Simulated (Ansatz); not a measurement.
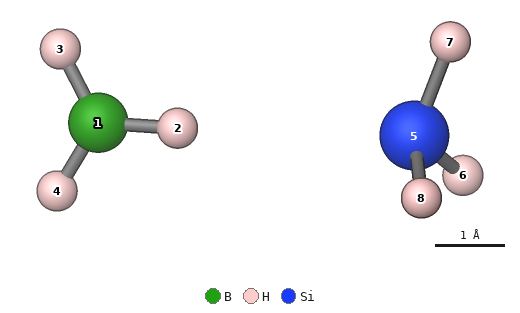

**Figure 1.** The input geometry (ball-and-stick view, seen at a tilt; atoms are numbered from 1 in the order of the input).

# Frequency calculation of BSiH₆

- system: BSiH₆, multiplicity 2
- method: UKS B3LYP-D4/def2-SVP (Ansatz 0.2.0)

It belongs to a series of runs on one base structure; here: vibrations at the highest image of the band. Figures and captions count atoms from 1; the log counts them from 0 in places.

**Log**
```
Engine: ansatz 0.2.0, aarch64-unknown-linux-gnu
Functional definition: B3LYP
  parameter a0 = 0.2
  parameter ax = 0.72
  parameter ac = 0.81
  exchange = (1 - a0 - ax)*slater_x + ax*b88_x + a0*exact_x
  correlation = (1 - ac)*vwn_rpa_c + ac*lyp_c
666 factors; integrals over basis functions are off by at most 4.7e-4 eV
mean field evaluation 1: about -8644.9778 eV, gradient 1.1e1 eV
mean field evaluation 2: about -8645.9003 eV, gradient 7.5e0 eV
mean field evaluation 4: about -8646.3648 eV, gradient 1.2e-1 eV
mean field evaluation 8: about -8646.3710 eV, gradient 3.2e-3 eV
mean field -8646.37096534 eV, -317.7482722553 hartree, gradient 4.5e-5 eV, S^2 0.751529; 0 other end points of the search recorded, 0 dependent functions left out
the calculation of the forces begins
reference -8646.37124502 eV, -317.7482825334 hartree; 13, 12 occupied and 49, 50 virtual orbitals, 666 factors
these checks for a lower state are left out or cut short: stability, starts, cluster_reference, orbital_swaps, neighbouring_geometries, increment
666 factors; integrals over basis functions are off by at most 4.7e-4 eV
mean field evaluation 16: about -8646.3708 eV, gradient 6.6e-2 eV
mean field -8646.37084126 eV, -317.7482676957 hartree, gradient 1.4e-6 eV, S^2 0.751529; 0 other end points of the search recorded, 0 dependent functions left out
[... from here on the field's lines of each further geometry are left out, up to the last ...]
the calculation of the forces begins
reference -8646.37123506 eV, -317.7482821676 hartree; 13, 12 occupied and 49, 50 virtual orbitals, 666 factors
these checks for a lower state are left out or cut short: stability, starts, cluster_reference, orbital_swaps, neighbouring_geometries, increment
666 factors; integrals over basis functions are off by at most 4.7e-4 eV
mean field -8646.37096622 eV, -317.7482722878 hartree, gradient 9.6e-6 eV, S^2 0.751532; 0 other end points of the search recorded, 0 dependent functions left out
the calculation of the forces begins
reference -8646.37124589 eV, -317.7482825655 hartree; 13, 12 occupied and 49, 50 virtual orbitals, 666 factors
WARN: phonons: 4 modes above zero are rigid motions of the cell's bodies and no vibrations: the zero-point energy, free energy, entropy and heat capacity leave them out. With what each would have added to F at 1000 K, by the weight of its row in the mesh: 0.09 cm⁻¹ (-0.767 eV; rigid weight 1.000, of which rotation 0.001), 2.08 cm⁻¹ (-0.501 eV; rigid weight 0.960, of which rotation 0.851), 4.33 cm⁻¹ (-0.438 eV; rigid weight 0.997, of which rotation 0.996), 11.62 cm⁻¹ (-0.353 eV; rigid weight 0.648, of which rotation 0.648). A body is a set of atoms that hang together within twice the van der Waals contact; here: 8 atoms, out of reach of every periodic image. What nothing holds moves and turns at no cost, which is at zero frequency: what stands here is left by the forces on the atoms, the periodic images, the SCF threshold and the grid, and changes its size and its sign with the last two. The forces' share comes down as the geometry is relaxed further. 2 modes above zero would be rigid motions if what is in doubt were free, and are counted in the zero-point energy, free energy, entropy and heat capacity. With what each adds to F at 1000 K, by the weight of its row in the mesh: 27.68 cm⁻¹ (-0.278 eV; rigid weight 1.000, of which rotation 0.992), 51.34 cm⁻¹ (-0.224 eV; rigid weight 1.000, of which rotation 0.114). The body of 8 atoms, out of reach of every periodic image, is 2 pieces, each of atoms that hang together within van der Waals contact, which lie beyond contact and within twice that of one another (atoms 1 and 4, taken in the periodic images in which they do not hang together, stand 3.45 Å apart and are out of reach from 6.44 Å). If the pieces are bound to each other, these are vibrations of the whole and the sums are right; if not, set them further apart, from one another and from their images. Atoms are counted from 0 in the run's list of atoms, and not in a supercell that the run derives from it; the header of the second-order force-constant file, where the run writes one, gives the list as its `site` lines. If the cell is meant as a crystal, declare phonons.rigid_motions: translations: the three translations of the whole cell alone are then left out, and nothing is said of the modes in doubt. The least rigid weight left out is 0.64824 and the largest kept is 0.34800. The rigid motions are mixed with soft vibrations: those modes' frequencies are not settled, nor the sums by as much as one such mode adds.
WARN: phonons: modes at or below zero, which the zero-point energy, F, S and C_V leave out: 4, the lowest at -62.03 cm⁻¹. A minimum has none, and a first-order saddle one
Total energy: -8646.47543820 eV, -317.7521115623 hartree
Atom 0 at    -0.003509     0.038777    -0.670758 Å, force    -0.000016    -0.000875     0.002655 eV/Å
Atom 1 at     0.006294     0.220525     0.520363 Å, force     0.000597     0.003595    -0.005274 eV/Å
Atom 2 at     1.034004    -0.086374    -1.269673 Å, force     0.001188    -0.000088     0.001934 eV/Å
Atom 3 at    -1.050946    -0.019704    -1.262522 Å, force    -0.001808    -0.000366     0.001149 eV/Å
Atom 4 at     0.012600    -0.072464     3.956658 Å, force     0.000001    -0.001828     0.001132 eV/Å
Atom 5 at    -0.755057    -1.226203     4.512480 Å, force    -0.000129    -0.000190     0.001286 eV/Å
Atom 6 at     1.419983    -0.075646     4.454959 Å, force     0.000208    -0.000215    -0.000207 eV/Å
Atom 7 at    -0.663370     1.221089     4.270692 Å, force    -0.000040    -0.000034    -0.002674 eV/Å
Dipole moment:     0.000424     0.000246    -0.019393 e Å
Vibrations: -62.03 -42.52 -26.23 -20.42 27.68 51.34 762.64 931.79 932.17 1144.27 1178.26 1179.97 2187.46 2225.32 2225.92 2533.88 2681.12 2686.93 cm⁻¹, zero-point energy 1.286260 eV
```

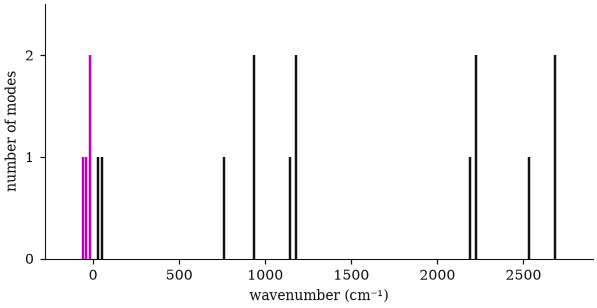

**Figure 2.** Harmonic vibrational wavenumbers from the force constants; neighbouring modes closer than 12 cm⁻¹ are counted in one stick, and imaginary ones are drawn at negative wavenumbers. 18 modes from 62i to 2687 cm⁻¹, 4 imaginary beyond 8i (62i, 42i, 26i, 15i cm⁻¹): not a minimum.

This output came from the following input.

**Input file**
```yaml
crystal:
  periodic: [false, false, false]
  atoms:
    - { symbol: B, position_ang: [-0.003509, 0.038777, -0.670758] }
    - { symbol: H, position_ang: [0.006294, 0.220525, 0.520363] }
    - { symbol: H, position_ang: [1.034004, -0.086374, -1.269673] }
    - { symbol: H, position_ang: [-1.050946, -0.019704, -1.262522] }
    - { symbol: Si, position_ang: [0.0126, -0.072464, 3.956658] }
    - { symbol: H, position_ang: [-0.755057, -1.226203, 4.51248] }
    - { symbol: H, position_ang: [1.419983, -0.075646, 4.454959] }
    - { symbol: H, position_ang: [-0.66337, 1.221089, 4.270692] }
magnetization:
  spin_polarized: true
  initial_magnetization: 1
basis:
  gaussian: { orbitals: def2-SVP }
hamiltonian:
  xc: b3lyp
  dispersion: d4
phonons: {}
```

Launch command:
```bash
ansatz run input.yaml --threads 1 --pin off --max-ram 2048MiB --backend cpu --events-out ev --progress --plain --runs-dir out
```

**Key numbers**

| quantity | value |
| --- | --- |
| outcome | converged |
| total energy | −8646.4754 eV |
| mean-field energy | −8646.3712 eV |
| ⟨S²⟩ | 0.752 |
| largest force (length of the vector) | 0.006 eV/Å |
| hardware | 1 thread of Arm Neoverse V1, 24 GiB of memory available, shared host |
| wall time | 59 s |
| peak memory | 0.13 GiB |
